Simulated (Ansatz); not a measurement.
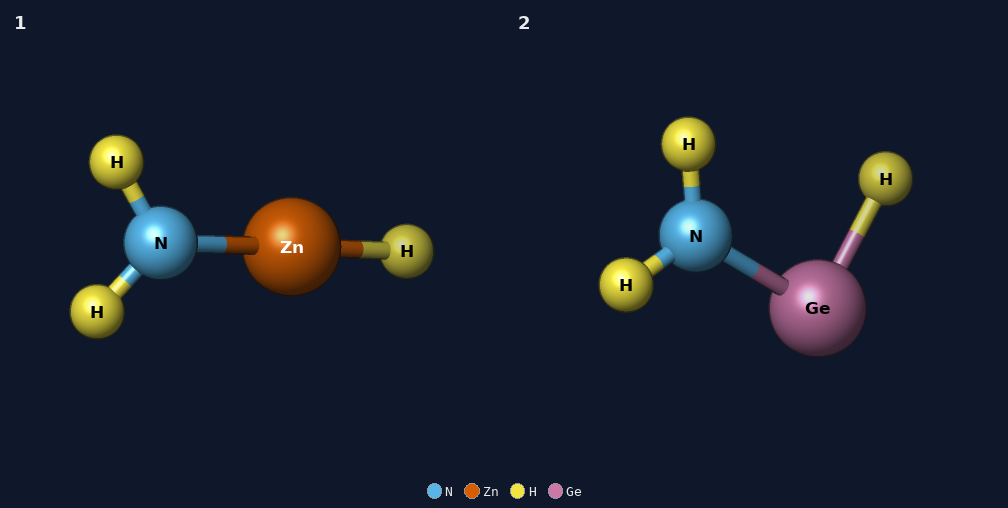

2 molecules with one skeleton, seen from the same side and at one scale. Each species is neutral and a spin singlet. Computed geometries: PBE0-D4/def2-TZVP optimisations, one conformation each. Properties computed with Ansatz 0.2.0.

One atom differs, called X below: Zn in panel 1, Ge in panel 2. Their formulas are H3NZn (`[NH2][ZnH]`), GeH3N (`[NH2][GeH]`).

In which is the dipole moment larger (PBE-D4/def2-TZVPP)?

In panel 2 (X = Ge).

In which is the length of X–H larger (PBE0-D4/def2-TZVP)?

In panel 2 (X = Ge).

Give the values. With PBE0-D4/def2-TZVP: length of X–H (Å), length of X–N (Å), angle N–X–H (°), harmonic zero-point energy (kJ/mol). With PBE-D4/def2-TZVPP: dipole moment (D), HOMO energy (Kohn–Sham orbital) (eV), HOMO–LUMO gap (eV), vertical ionisation energy (eV).

| quantity | 1 (Zn) | 2 (Ge) | 2 − 1 |
| --- | --- | --- | --- |
| length of X–H (Å) | 1.523 | 1.602 | +0.079 |
| length of X–N (Å) | 1.817 | 1.816 | −0.001 |
| angle N–X–H (°) | 176.2 | 92.6 | −83.6 |
| dipole moment (D) | 0.92 | 1.66 | +0.74 |
| HOMO energy (Kohn–Sham orbital) (eV) | −5.45 | −5.47 | −0.02 |
| HOMO–LUMO gap (eV) | 4.45 | 3.04 | −1.41 |
| vertical ionisation energy (eV) | 9.29 | 8.90 | −0.39 |
| harmonic zero-point energy (kJ/mol) | 80.3 | 84.9 | +4.6 |
